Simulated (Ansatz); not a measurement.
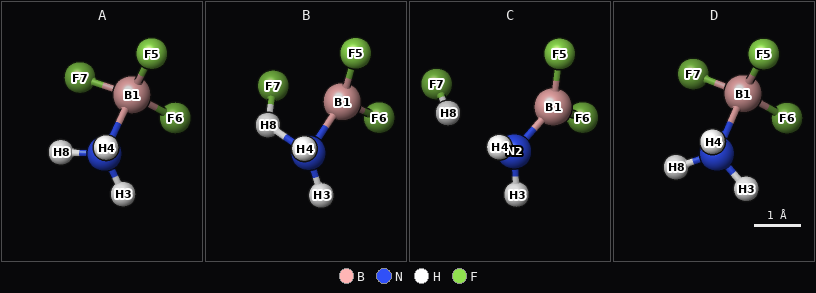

4 geometries from a converged minimum-energy path of BNH3F3, shuffled. A ball-and-stick model, seen from a free direction.

Level of theory: Ansatz, RHF/def2-SVP. Settings: 5 movable images; climbing image; force threshold 0.03 eV/Å; iteration limit 60; starting path through a guess of the saddle point.

Which of them lies highest in energy?

Answer. B. In order along the path, whose images run from 0 to 6: C (image 1, +0.5 kcal/mol), B (image 3, +22.4 kcal/mol), A (image 5, −24.0 kcal/mol), D (image 6, −26.0 kcal/mol). Breaking: F7–H8 (0.91 → 1.10 at the top → 2.42 Å). Forming: B1–F7 (3.28 → 1.72 at the top → 1.36 Å), N2–H8 (2.01 → 1.33 at the top → 1.01 Å).

Limits of the set-up: Hartree-Fock leaves out electron correlation.

Cost: 100 s on 1 thread of Arm Neoverse V2, with other jobs on the host, peak memory 0.15 GiB.
